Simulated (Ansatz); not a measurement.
**Pressure series in Mg2Sn**

Consider Mg₂Sn (space group Fm-3m, No. 225).

```
Mg2Sn
1.0
    0.00000     3.37278     3.37278
    3.37278     0.00000     3.37278
    3.37278     3.37278     0.00000
Sn Mg
1 2
Direct
  0.00000   0.00000   0.00000
  0.25000   0.25000   0.25000
  0.75000   0.75000   0.75000
```

Cell and atoms are relaxed at each pressure.

Calculations: PBEsol/PAW in Ansatz (a first-principles code), without spin-orbit coupling, earlier PAW set.

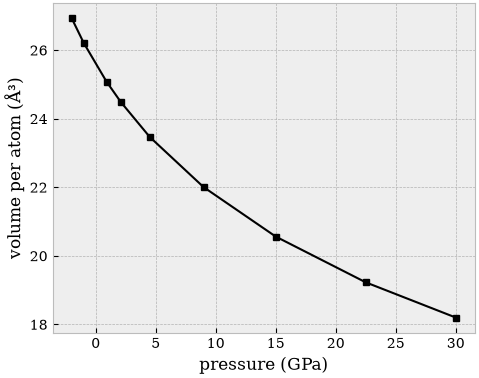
Figure. Volume against pressure

Task: Estimate the zero-pressure bulk modulus from the plot.

Result: About 44 GPa; a third-order Birch–Murnaghan fit to the points gives V₀ = 25.58 Å³/atom, B₀ = 44 GPa and B₀′ = 4.1.

Load acts through the strain it causes; cell and atoms are relaxed under it. No phonon test of stability was made. Competing high-pressure phases were not computed.
